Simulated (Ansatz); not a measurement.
H2SSe (SMILES S[SeH])

Input

```
crystal:
  periodic: [false, false, false]
  atoms:
    - {symbol: S, position_ang: [0.424004, 0.143496, 0.511966]}
    - {symbol: Se, position_ang: [-0.265477, 0.712166, -1.506131]}
    - {symbol: H, position_ang: [0.160909, 1.319540, 1.129211]}
    - {symbol: H, position_ang: [-1.666006, 0.269158, -1.349477]}
basis:
  gaussian:
    orbitals: def2-TZVPD
hamiltonian:
  xc: {name: PBE0}
output: {forces: true, orbitals: {seedname: orbitals}}
```

Launched as:

```sh
ansatz run input.yaml --threads 1 --pin off --max-ram 2610MiB --events-out events.jsonl --progress --plain --runs-dir runs
```

Geometry: PBE0-D3(BJ)/def2-SVP.

The calculation used isolated molecule in a Gaussian basis; Kohn-Sham density functional theory, functional PBE0 in Ansatz 0.2.0.

### What can the converged electron density and electron localisation function tell about the bonding?

Se–S (2.21 Å): ρ is about 0.82 e/Å³ halfway; the ELF peaks at about 0.85 between the atoms; localised, covalent bonding.
Se–H (1.48 Å): the density is about 1.4 e/Å³ at the midpoint; the ELF climbs to about 1 towards the hydrogen, as it does in any bond to H.

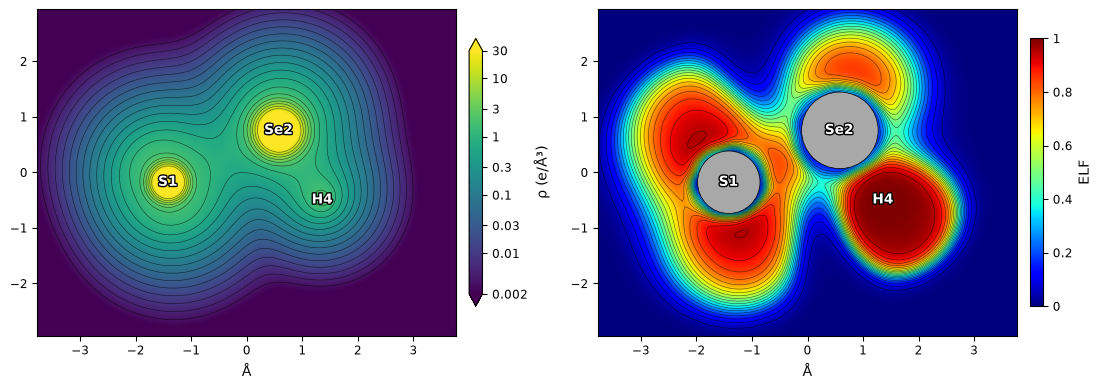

Computed electron density and electron localisation function on the plane of atoms S1, Se2 and H4, in this order. Grey discs cover the atomic cores in the ELF map. 
